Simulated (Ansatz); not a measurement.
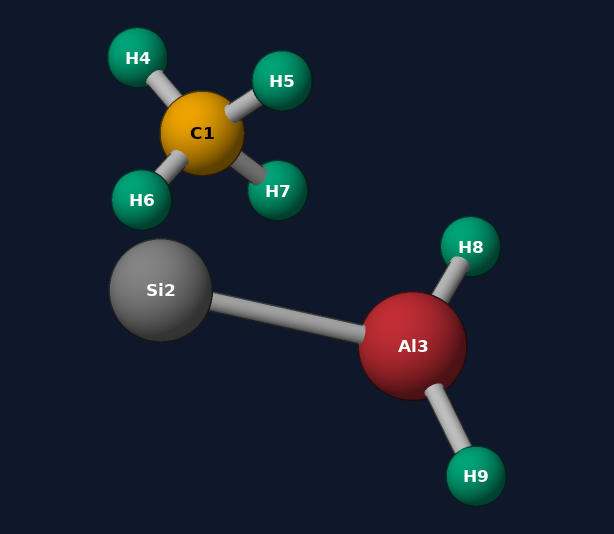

The questions are on Mulliken charges. State: charge +1, singlet. The computed structure is the end point of a PBE0-D4/def2-TZVP optimisation. No frequency run is at hand to confirm it as a minimum. Level of theory: RKS PBE0-D4/def2-TZVP (Ansatz 0.2.0).

**Which atom carries the highest charge (most positive or least negative)?**

Al3 (0.44 e).

**And the lowest?**

C1 (−0.44 e).

Give the Mulliken charges atom by atom.

| atom | value (e) |
| --- | --- |
| C1 | −0.44 |
| Si2 | 0.27 |
| Al3 | 0.44 |
| H4 | 0.21 |
| H5 | 0.22 |
| H6 | 0.21 |
| H7 | 0.12 |
| H8 | −0.02 |
| H9 | −0.02 |

Mulliken values depend strongly on the basis set and can even reverse the polarity of a bond.
